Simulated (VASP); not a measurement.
# Ni: surface energy and work function by face, part 5 of 6

Aim: compare the low-index faces of Ni at one level of theory.

VASP 6.6.1, plane waves and PAW; the level of theory is named at each step.

Still holding for the runs below: The magnetic state follows from one typed start and may not be the lowest.

So far. Step 5 (Vacuum level and density of states, 7 atoms, face …): The vacuum level lies 5.20 eV above the Fermi level at the upper face; both faces agree, as the slab has next to no dipole. Step 6 (Relaxing the slab, 7 atoms, face Ni(100)): The run ended after 7 ionic steps, 0.022 eV below its first step, once the forces on the free atoms met EDIFFG = -0.03.

### Step 7. Vacuum level and density of states, 7 atoms, face Ni(100)

Level of this step: PBEsol, spin-polarised from a ferromagnetic start; plane waves and PAW (Ni) (VASP).

INCAR reads:

```
SYSTEM = Ni
PREC = Normal
ENCUT = 320
EDIFF = 1E-06
NELM = 120
ISMEAR = 1
SIGMA = 0.15
LREAL = .FALSE.
ALGO = Fast
GGA = PS
NBANDS = 51
ISPIN = 2
MAGMOM = 1 1 1 1 1 1 1
LASPH = .TRUE.
LMAXMIX = 4
LORBIT = 11
LWAVE = .FALSE.
LCHARG = .TRUE.
KPAR = 4
IDIPOL = 3
LDIPOL = .TRUE.
DIPOL = 0.5 0.5 0.5
LVHAR = .TRUE.
LVACPOTAV = .TRUE.
NEDOS = 1500
```

POSCAR reads:

```
Ni
1.0
    2.4470699736      0.0000000000      0.0000000000
    0.0000000000      2.4470699736      0.0000000000
    0.0000000000      0.0000000000     25.3820386344
Ni
7
Direct
    0.0000000000      0.0000000000      0.2967417051
    0.5000000000      0.5000000000      0.3626467372
    0.0000000000      0.0000000000      0.4314235625
    0.5000000000      0.5000000000      0.5000000000
    0.0000000000      0.0000000000      0.5685764375
    0.5000000000      0.5000000000      0.6373532628
    0.0000000000      0.0000000000      0.7032582949
```

KPOINTS reads:

```
Automatic mesh
0
Gamma
12 12 1
0 0 0
```

Potentials, in the order of the species: Ni (PBE family, release 64).

The run is started by

```console
mpirun -np 4 vasp_std
```

The log of the run:

```text
[... set-up lines as in an earlier step ...]
 entering main loop
       N       E                     dE             d eps       ncg     rms          rms(c)
DAV:   1     0.434399978409E+03    0.43440E+03   -0.23689E+04  5776   0.118E+03
DAV:   2    -0.117562999071E+02   -0.44616E+03   -0.42111E+03  5718   0.293E+02
DAV:   3    -0.482887122362E+02   -0.36532E+02   -0.34354E+02  6170   0.113E+02
DAV:   4    -0.489176892193E+02   -0.62898E+00   -0.62761E+00  6255   0.170E+01
DAV:   5    -0.489345245519E+02   -0.16835E-01   -0.16835E-01  8610   0.176E+00    0.280E+01
RMM:   6    -0.486032238748E+02    0.33130E+00   -0.63823E+01  6360   0.634E+01    0.324E+01
RMM:   7    -0.613192284480E+02   -0.12716E+02   -0.15494E+01  6566   0.251E+01    0.490E+01
RMM:   8    -0.484812926404E+02    0.12838E+02   -0.81665E+00  6339   0.218E+01    0.385E+01
RMM:   9    -0.413297513119E+02    0.71515E+01   -0.53351E+00  6489   0.173E+01    0.163E+01
RMM:  10    -0.419028897590E+02   -0.57314E+00   -0.19772E+00  6542   0.953E+00    0.263E+01
RMM:  11    -0.397462777195E+02    0.21566E+01   -0.54255E-01  6250   0.540E+00    0.122E+01
RMM:  12    -0.399962771444E+02   -0.25000E+00   -0.19240E-01  6503   0.240E+00    0.704E+00
RMM:  13    -0.403028956364E+02   -0.30662E+00   -0.19609E-01  6555   0.296E+00    0.892E+00
RMM:  14    -0.406315016266E+02   -0.32861E+00   -0.44058E-01  6968   0.344E+00    0.305E+00
RMM:  15    -0.406981675881E+02   -0.66666E-01   -0.33586E-02  6535   0.899E-01    0.455E+00
RMM:  16    -0.406806392488E+02    0.17528E-01   -0.86562E-03  6449   0.600E-01    0.287E+00
RMM:  17    -0.407252706307E+02   -0.44631E-01   -0.85435E-03  6701   0.483E-01    0.208E+00
RMM:  18    -0.408248307270E+02   -0.99560E-01   -0.40406E-02  7307   0.802E-01    0.124E+00
RMM:  19    -0.409528906977E+02   -0.12806E+00   -0.36662E-02  7223   0.624E-01    0.208E+00
RMM:  20    -0.410157440593E+02   -0.62853E-01   -0.25880E-02  7185   0.638E-01    0.108E+00
RMM:  21    -0.410320539220E+02   -0.16310E-01   -0.50426E-03  6830   0.331E-01    0.130E+00
RMM:  22    -0.410321569121E+02   -0.10299E-03   -0.45524E-04  6556   0.120E-01    0.131E+00
RMM:  23    -0.410322122971E+02   -0.55385E-04   -0.80785E-05  6738   0.461E-02    0.132E+00
RMM:  24    -0.410259184382E+02    0.62939E-02   -0.49101E-04  6989   0.132E-01    0.106E+00
RMM:  25    -0.410019930941E+02    0.23925E-01   -0.25191E-03  8756   0.267E-01    0.479E-01
RMM:  26    -0.409932938403E+02    0.86993E-02   -0.29862E-04  6933   0.996E-02    0.286E-01
RMM:  27    -0.410001438172E+02   -0.68500E-02   -0.98807E-04  7698   0.148E-01    0.920E-02
RMM:  28    -0.410085415895E+02   -0.83978E-02   -0.61837E-04  7280   0.968E-02    0.114E-01
RMM:  29    -0.410181902325E+02   -0.96486E-02   -0.34699E-04  7079   0.669E-02    0.833E-02
RMM:  30    -0.410289468240E+02   -0.10757E-01   -0.31471E-04  7161   0.600E-02    0.341E-02
RMM:  31    -0.410367930432E+02   -0.78462E-02   -0.11263E-04  6898   0.433E-02    0.282E-02
RMM:  32    -0.410442320872E+02   -0.74390E-02   -0.10320E-04  6951   0.473E-02    0.311E-02
RMM:  33    -0.410468728204E+02   -0.26407E-02   -0.23343E-05  6353   0.258E-02    0.139E-02
RMM:  34    -0.410477930388E+02   -0.92022E-03   -0.93161E-06  5745   0.144E-02    0.157E-02
RMM:  35    -0.410479884587E+02   -0.19542E-03   -0.16438E-06  4571   0.658E-03    0.134E-02
RMM:  36    -0.410480291044E+02   -0.40646E-04   -0.76508E-07  4452   0.483E-03    0.567E-03
RMM:  37    -0.410480543605E+02   -0.25256E-04   -0.83734E-07  4503   0.509E-03    0.384E-03
RMM:  38    -0.410480618042E+02   -0.74437E-05   -0.33946E-07  4273   0.368E-03    0.283E-03
RMM:  39    -0.410480647710E+02   -0.29668E-05   -0.19870E-07  4159   0.289E-03    0.137E-03
RMM:  40    -0.410480658428E+02   -0.10718E-05   -0.56235E-08  3752   0.165E-03    0.126E-03
RMM:  41    -0.410480665454E+02   -0.70268E-06   -0.28447E-08  3319   0.121E-03
 [... a notice as in an earlier step ...]

   1 F= -.41048067E+02 E0= -.41048451E+02  d E =0.115326E-02  mag=     4.5956
```

It took 1.9 min on 4 MPI ranks of Intel Xeon Platinum 8259CL at 2.50GHz (Skylake/Cascade Lake), shared host; peak memory 0.99 GiB; 7.7 min of CPU time.

Parts of OUTCAR (step 7):

```text
   NELECT =      70.0000    total number of electrons

 E-fermi :   2.1435

 spin component 1
 k-point     1 :       0.0000    0.0000    0.0000
  band No.  band energies     occupation
    ...
     37       1.5630      1.00000
     38       1.6046      1.00000
     39       1.6591      1.00002
     40       1.6591      1.00002
     41       1.7562      1.00080
     42       3.2251     -0.00000
     43       4.1545     -0.00000
     44       7.0000      0.00000
     45       7.4031      0.00000
     46       8.4188      0.00000
    ...

 k-point     2 :       0.0833    0.0000    0.0000
  band No.  band energies     occupation
    ...
     36       1.3618      1.00000
     37       1.5145      1.00000
     38       1.5196      1.00000
     39       1.6030      1.00000
     40       1.6673      1.00003
     41       2.2992     -0.02866
     42       3.6607     -0.00000
     43       4.6525     -0.00000
     44       7.1768      0.00000
     45       7.5908      0.00000
    ...

  Total       -1.8537132     -1.8537132     -0.3433065      0.0000000      0.0000000     -0.0000000
  in kB      -19.5404181    -19.5404181     -3.6188725      0.0000000      0.0000000     -0.0000000
  external PRESSURE =     -14.2332362 kB  Pullay stress =       0.0000000 kB

 POSITION                                       TOTAL-FORCE (eV/Angst)
 -----------------------------------------------------------------------------------
      0.00000      0.00000      7.53191        -0.000000     -0.000000      0.020196
      1.22353      1.22353      9.20471         0.000000      0.000000      0.009057
      0.00000      0.00000     10.95041        -0.000000     -0.000000      0.010835
      1.22353      1.22353     12.69102        -0.000000     -0.000000     -0.000000
      0.00000      0.00000     14.43163        -0.000000     -0.000000     -0.010835
      1.22353      1.22353     16.17733         0.000000      0.000000     -0.009057
      0.00000      0.00000     17.85013        -0.000000     -0.000000     -0.020196
 -----------------------------------------------------------------------------------
    total drift:                                0.000000      0.000000      0.000000

  FREE ENERGIE OF THE ION-ELECTRON SYSTEM (eV)
  ---------------------------------------------------
  free  energy   TOTEN  =       -41.0480665454 eV

  energy  without entropy=      -41.0492198101  energy(sigma->0) =      -41.04845097

 vacuum level on the upper side and lower side of the slab         7.196         7.196

[... 10 parts as in an earlier step ...]

[... 14 further parts left out ...]
```

Numbers from this step:

```yaml
electronic_cycles: 41
fermi_energy: 2.143 eV
moment_of_the_cell_from_the_last_line_of_the_log: 4.6 μB
vacuum_levels: 7.196, 7.196 eV
work_functions_of_the_upper_and_lower_face: 5.053, 5.053 eV
```

The planar average of the electrostatic potential oscillates, so the rows of the table below give means over windows of 1.7 Å about each position, cut where the curve ends. Its maxima inside the range that stand out by 2 % of the span (Å: eV): 8.4: -3.08, 10.1: -2.33, 11.8: -2.40, 13.6: -2.40, 15.3: -2.33, 17.0: -3.08. Its minima: 7.5: -17.8, 9.2: -18.1, 11.0: -18.0, 12.7: -18.1, 14.4: -18.0, 16.2: -18.1, 17.9: -17.8.

Zero at the Fermi level. The planar average of the electrostatic potential by height; means over each step:

```
height (Å)  planar average of the electrostatic potential (eV)
      0.85                                                5.06
      2.55                                                5.06
      4.25                                                5.04
      5.95                                                3.65
      7.65                                               -9.85
      9.35                                               -10.1
     11.05                                               -9.99
     12.75                                               -9.99
     14.45                                               -9.99
     16.15                                               -10.1
     17.85                                               -9.65
     19.55                                                4.02
     21.25                                                5.05
     22.95                                                5.06
     24.65                                                5.06
```

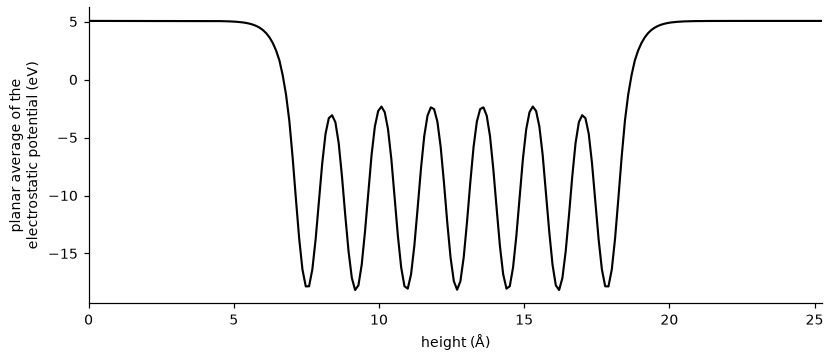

Planar average of the electrostatic potential against height.

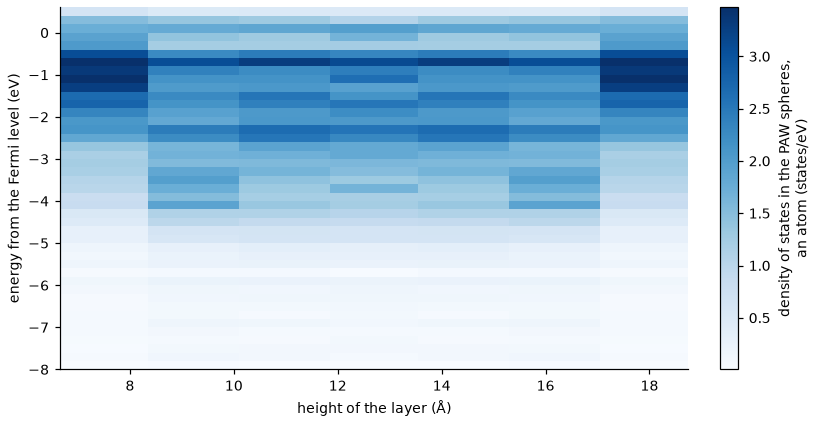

Density of states in the PAW spheres, an atom over height of the layer and energy from the Fermi level.

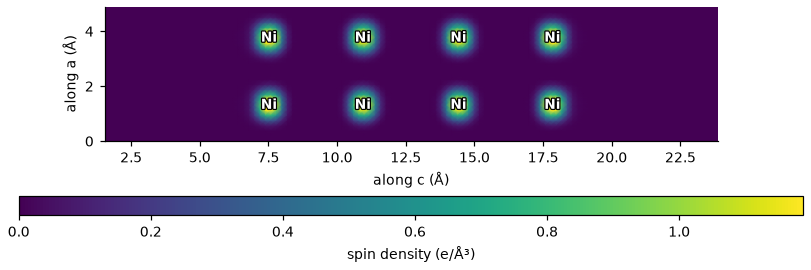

Spin density in the ca plane at fractional y = 0.000, with atoms of Ni within 0.2 Å of it. The map starts off the cell's origin, so that atoms lie inside it. The far vacuum is left out of the map.

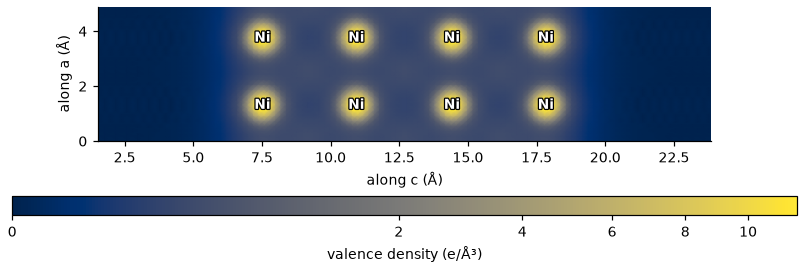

Valence density in the ca plane at fractional y = 0.000, with atoms of Ni within 0.2 Å of it. It is the smooth field of the valence electrons, not physical close to the nuclei. The map starts off the cell's origin, so that atoms lie inside it. The colour scale is stretched toward low values. The far vacuum is left out of the map.

The map of layer states is cut here 0.5 eV above the Fermi level, so it leaves out the states above that.

The vacuum level lies 5.05 eV above the Fermi level at the upper face; both faces agree, as the slab has next to no dipole.

The program found no field-free point at its default tolerance, but its printed level agrees with the flat part of the planar average.

On this mesh the fine structure of the density of states is sampling noise, and high empty states may be cut by the number of bands.

### Step 8. Surface relaxation, 9 atoms, face Ni(110)

System of this step: Ni(110). The cell holds 9 atoms: 9 Ni. Cell: a = 3.461 Å, b = 2.447 Å, c = 24.788 Å, α = 90.0°, β = 90.0°, γ = 90.0°. It derives from Ni. 9 layers of fcc Ni, cut at this functional's lattice. Vacuum lies along c.

INCAR reads:

```
SYSTEM = Ni
PREC = Normal
ENCUT = 320
EDIFF = 1E-05
NELM = 120
ISMEAR = 1
SIGMA = 0.15
LREAL = .FALSE.
ALGO = Fast
GGA = PS
NBANDS = 66
ISPIN = 2
MAGMOM = 1 1 1 1 1 1 1 1 1
LASPH = .TRUE.
LMAXMIX = 4
LORBIT = 11
LWAVE = .FALSE.
LCHARG = .FALSE.
KPAR = 4
IBRION = 2
NSW = 40
ISIF = 2
EDIFFG = -0.03
POTIM = 0.4
MAXMIX = 40
```

POSCAR reads:

```
Ni
1.0
    3.4606795448      0.0000000000      0.0000000000
    0.0000000000      2.4470699736      0.0000000000
    0.0000000000      0.0000000000     24.7882798946
Ni
9
Direct
    0.0000000000      0.0000000000      0.3025623400
    0.5000000000      0.5000000000      0.3519217600
    0.0000000000      0.0000000000      0.4012811700
    0.5000000000      0.5000000000      0.4506405900
    0.0000000000      0.0000000000      0.5000000000
    0.5000000000      0.5000000000      0.5493594100
    0.0000000000      0.0000000000      0.5987188300
    0.5000000000      0.5000000000      0.6480782400
    0.0000000000      0.0000000000      0.6974376600
```

KPOINTS reads:

```
Automatic mesh
0
Gamma
9 12 1
0 0 0
```

The run is started by

```console
mpirun -np 4 vasp_std
```

The log of the run:

```text
[banner, memory and clock lines left out]
running    4 mpi-ranks, on    1 nodes
[...]
[... a notice as in an earlier step ...]

 LDA part: xc-table for (Slater+PW92), standard interpolation
 POSCAR, INCAR and KPOINTS ok, starting setup
[...]
entering main loop
       N       E                     dE             d eps       ncg     rms          rms(c)
DAV:   1     0.574397477429E+03    0.57440E+03   -0.30191E+04  9288   0.115E+03
DAV:   2    -0.902372111437E+01   -0.58342E+03   -0.54771E+03  9256   0.292E+02
DAV:   3    -0.615067442110E+02   -0.52483E+02   -0.48211E+02 10016   0.117E+02
DAV:   4    -0.625967079003E+02   -0.10900E+01   -0.10865E+01 10146   0.196E+01
[...]
RMM:  38    -0.523459517272E+02   -0.51655E-04   -0.99525E-07  5322   0.541E-03    0.501E-03
RMM:  39    -0.523459629223E+02   -0.11195E-04   -0.33885E-07  4280   0.357E-03    0.298E-03
RMM:  40    -0.523459689757E+02   -0.60534E-05   -0.24390E-07  4054   0.300E-03
   1 F= -.52345969E+02 E0= -.52342037E+02  d E =-.523460E+02  mag=     5.8808
[... from here on, the cycles between the ionic steps are left out ...]
   2 F= -.52393234E+02 E0= -.52389340E+02  d E =-.472645E-01  mag=     5.8591
   3 F= -.52419383E+02 E0= -.52415574E+02  d E =-.734137E-01  mag=     5.8288
   4 F= -.52420952E+02 E0= -.52417193E+02  d E =-.749833E-01  mag=     5.8185
   5 F= -.52420951E+02 E0= -.52417186E+02  d E =-.749820E-01  mag=     5.8200
   6 F= -.52423604E+02 E0= -.52419763E+02  d E =-.265304E-02  mag=     5.8121
   7 F= -.52424404E+02 E0= -.52420515E+02  d E =-.345322E-02  mag=     5.8037
   8 F= -.52424427E+02 E0= -.52420534E+02  d E =-.347591E-02  mag=     5.8032
   9 F= -.52424835E+02 E0= -.52420951E+02  d E =-.407708E-03  mag=     5.8042
 trial-energy change:   -0.000408  1 .order   -0.000424   -0.000502   -0.000346
 step:   4.8335(harm=  4.8335)  dis= 0.00796  next Energy=   -52.425232 (dE=-0.805E-03)
 reached required accuracy - stopping structural energy minimisation
```

Wall time 10 min (4 MPI ranks); peak memory 1.6 GiB; 41 min of CPU time.

OUTCAR, selected parts (step 8):

```text
  Total       -1.9866664     -2.3907867     -0.7870705     -0.0000000      0.0000000      0.0000000
  in kB      -15.1628684    -18.2472429     -6.0071719     -0.0000000      0.0000000      0.0000000
  external PRESSURE =     -13.1390944 kB  Pullay stress =       0.0000000 kB

 POSITION                                       TOTAL-FORCE (eV/Angst)
 -----------------------------------------------------------------------------------
      0.00000      2.44707      7.57647         0.000000      0.000000      0.020568
      1.73034      1.22353      8.67704        -0.000000      0.000000      0.027211
      0.00000      2.44707      9.93836        -0.000000      0.000000      0.014307
      1.73034      1.22353     11.16796         0.000000      0.000000      0.028061
      0.00000      2.44707     12.39414        -0.000000      0.000000      0.000000
      1.73034      1.22353     13.62032        -0.000000      0.000000     -0.028061
      0.00000      0.00000     14.84992        -0.000000      0.000000     -0.014307
      1.73034      1.22353     16.11124        -0.000000      0.000000     -0.027211
      0.00000      2.44707     17.21181         0.000000      0.000000     -0.020568
 -----------------------------------------------------------------------------------
    total drift:                                0.000000      0.000000      0.000000

  FREE ENERGIE OF THE ION-ELECTRON SYSTEM (eV)
  ---------------------------------------------------
  free  energy   TOTEN  =       -52.4248346302 eV

  energy  without entropy=      -52.4131823674  energy(sigma->0) =      -52.42095054

 magnetization (x)
# of ion       s       p       d       tot
------------------------------------------
    1       -0.002  -0.017   0.749   0.730
    2       -0.007  -0.026   0.662   0.629
    3       -0.007  -0.023   0.656   0.626
    4       -0.006  -0.024   0.663   0.633
    5       -0.007  -0.024   0.643   0.613
    6       -0.006  -0.024   0.663   0.633
    7       -0.007  -0.023   0.656   0.626
    8       -0.007  -0.026   0.662   0.629
    9       -0.002  -0.017   0.749   0.730
--------------------------------------------------
tot         -0.051  -0.203   6.105   5.851

[... 1 part as in an earlier step ...]

[... 3 further parts left out ...]
[key lines of the parts left out:]
E-fermi :   1.8770
```

The run keeps the 8 symmetry operations of its start, so it cannot find a distortion of lower symmetry.

Relaxation path:

```
step  energy less that of the first step (eV)  largest force (eV/Å)
   1                                   0.0000                0.6704
   2                                  -0.0473                0.4361
   3                                  -0.0734                0.1669
   4                                  -0.0750                0.1547
   5                                  -0.0750                0.1487
   6                                  -0.0776                0.0557
   7                                  -0.0784                0.0331
   8                                  -0.0785                0.0403
   9                                  -0.0789                0.0281
```

The atoms that moved most (Å):

```
atom     dx     dy      dz  length
 Ni1  0.000  0.000   0.076   0.076
 Ni9  0.000  0.000  -0.076   0.076
 Ni8  0.000  0.000   0.046   0.046
 Ni2  0.000  0.000  -0.046   0.046
 Ni7  0.000  0.000   0.009   0.009
 Ni3  0.000  0.000  -0.009   0.009
```

Final coordinates:

```xyz
9
Lattice="3.4607 0.0000 0.0000 0.0000 2.4471 0.0000 0.0000 0.0000 24.7883" Properties=species:S:1:pos:R:3
Ni    0.0000    0.0000    7.5765
Ni    1.7303    1.2235    8.6770
Ni    0.0000    0.0000    9.9384
Ni    1.7303    1.2235   11.1680
Ni    0.0000    0.0000   12.3941
Ni    1.7303    1.2235   13.6203
Ni    0.0000    0.0000   14.8499
Ni    1.7303    1.2235   16.1112
Ni    0.0000    0.0000   17.2118
```

Spin moment in the PAW sphere by atom:

```
atom  spin moment in the PAW sphere (μB)
 Ni1                               0.730
 Ni2                               0.629
 Ni3                               0.626
 Ni4                               0.633
 Ni5                               0.613
 Ni6                               0.633
 Ni7                               0.626
 Ni8                               0.629
 Ni9                               0.730
```

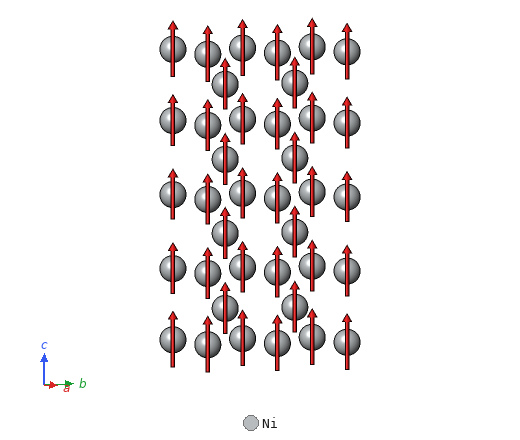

Spin moment in the PAW sphere as arrows, the longest 0.73 μB. Up and down stand for the sign. Arrows give size and sign along the axis of quantisation, drawn up and down the page. 1×2×1 cells are drawn. Some periodic images of atoms are drawn too.

The run ended after 9 ionic steps, 0.079 eV below its first step, once the forces on the free atoms met EDIFFG = -0.03.

(Continued in part 6 of 6.)

[Lines on the potential files, build, host, timing and source positions are cut from VASP's logs without a mark.]

[Logs are printed without paths, hosts, clocks, repeated set-up lines and the standing remarks that a program may print on its own settings, such as how far it seeks lower states.]

[Hosts, paths, dates, database ids (printed as entryN), source tags and the programs' standing remarks are cut or masked in the printed files.]

[Runs that stopped without an error message from VASP are left out.]
